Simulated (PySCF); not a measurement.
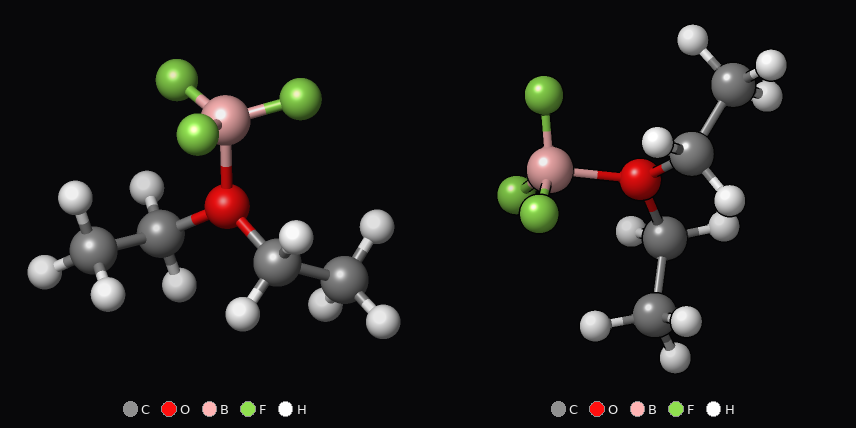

Both panels show the same species.

Computed geometry: PBE0-D3(BJ)/def2-SVP optimisation. No frequency run is at hand to confirm it as a minimum.

What does the picture show?

It has 19 atoms: 4 carbon, 10 hydrogen, 1 boron, 3 fluorine and 1 oxygen (C4H10BF3O). SMILES: `CC[O+](CC)[B-](F)(F)F`. It has no ring. Coordination, clear cases only: 4 C tetrahedral; 1 B tetrahedral.

More results for the same structure follow; atom numbers are the same in all pictures, views and colours differ.

## Shape

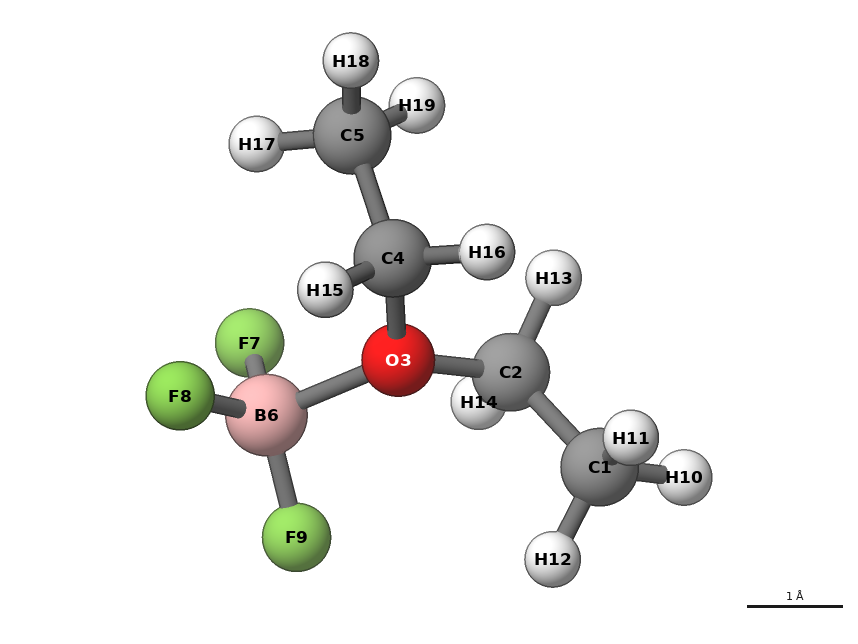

The atoms are numbered. No frequency run is at hand to confirm it as a minimum.

Give the bond lengths. Leave out bonds to hydrogen.

```
 bond  length (Å)   order
C1–C2       1.507  single
C2–O3       1.438  single
O3–C4       1.437  single
O3–B6       1.655  single
C4–C5       1.509  single
B6–F7       1.362  single
B6–F8       1.357  single
B6–F9       1.357  single
```

## Dipole moment

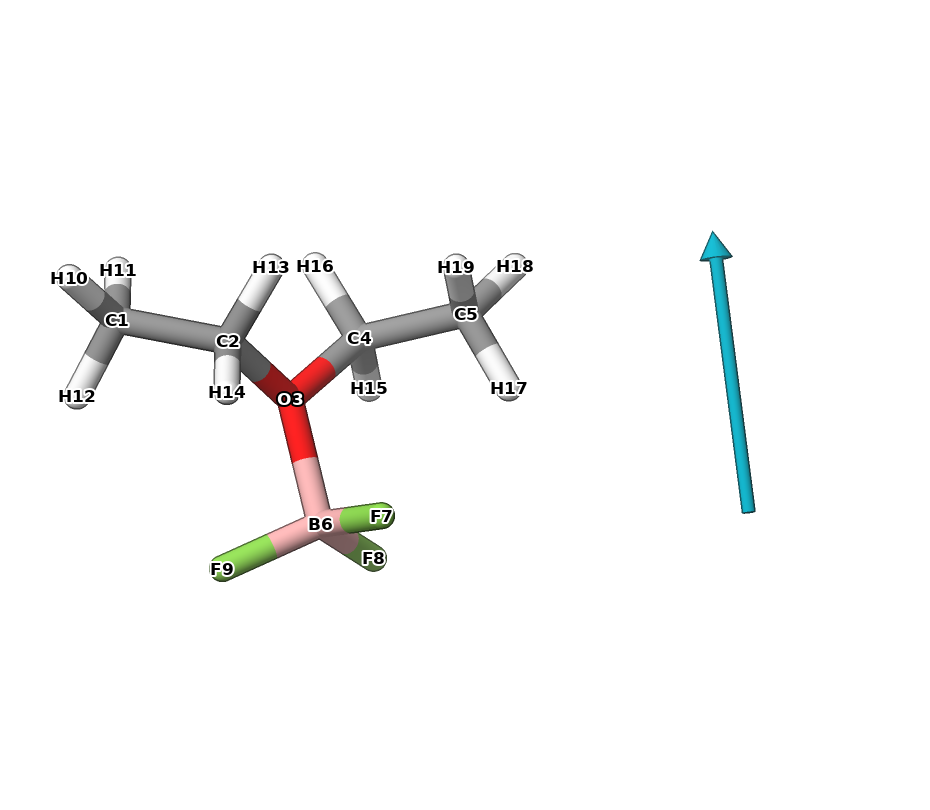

The arrow beside the molecule shows the direction of the dipole moment, from the negative to the positive end (its length means nothing). No frequency run is at hand to confirm it as a minimum. Properties computed with B97-D/pcSseg-2, gas phase (PySCF 2.14.0).

**Estimate the dipole moment.**

5.56 D; it points from the side of F8, F9 to the side of H11 (the outermost atoms at the two ends).

## Levels of theory compared

No frequency run is at hand to confirm it as a minimum. Program: PySCF 2.14.0.

Tabulate HOMO energy (eV) at these levels: B3LYP/pcSseg-2; B97-2/pcSseg-2; CAM-B3LYP/pcSseg-2; LDA/pcSseg-2; OPBE/pcSseg-2; PBE0/pcSseg-1 in benzene (IEF-PCM); PBE0/pcSseg-1 in cyclohexane (IEF-PCM); PBE0/pcSseg-1 in tetrahydrofuran (IEF-PCM); PBE0/pcSseg-1 in water (IEF-PCM); ωB97X-D/pcSseg-2.

```json
{"level": "B3LYP/pcSseg-2", "HOMO energy (eV)": "−8.91"}
{"level": "B97-2/pcSseg-2", "HOMO energy (eV)": "−8.87"}
{"level": "CAM-B3LYP/pcSseg-2", "HOMO energy (eV)": "−10.64"}
{"level": "LDA/pcSseg-2", "HOMO energy (eV)": "−7.65"}
{"level": "OPBE/pcSseg-2", "HOMO energy (eV)": "−7.45"}
{"level": "PBE0/pcSseg-1 in benzene (IEF-PCM)", "HOMO energy (eV)": "−9.01"}
{"level": "PBE0/pcSseg-1 in cyclohexane (IEF-PCM)", "HOMO energy (eV)": "−9.03"}
{"level": "PBE0/pcSseg-1 in tetrahydrofuran (IEF-PCM)", "HOMO energy (eV)": "−8.90"}
{"level": "PBE0/pcSseg-1 in water (IEF-PCM)", "HOMO energy (eV)": "−8.85"}
{"level": "ωB97X-D/pcSseg-2", "HOMO energy (eV)": "−11.07"}
```

## NMR shielding

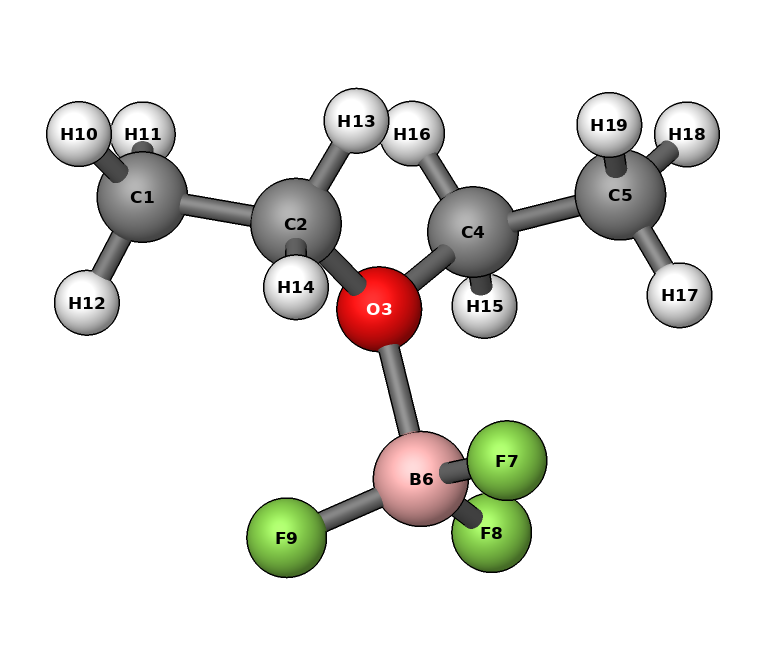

No frequency run is at hand to confirm it as a minimum. Properties computed with GIAO BLYP/pcSseg-1 NMR shielding, non-relativistic, gas phase (PySCF 2.14.0). Principal shieldings σ11 ≤ σ22 ≤ σ33, span Ω = σ33 − σ11, skew κ = 3(σiso − σ22)/Ω.

**Which F atom has the most anisotropic shielding?**

F9, with a span of 123 ppm.

Give the shielding tensors of the F atoms.

```csv
atom,σ11,σ22,σ33,σiso,Ω,κ
F7,264.4,331.0,375.1,323.5,110.6,−0.20
F8,289.9,326.1,369.3,328.4,79.4,0.09
F9,258.9,330.8,382.0,323.9,123.1,−0.17
```

Shieldings and span in ppm.
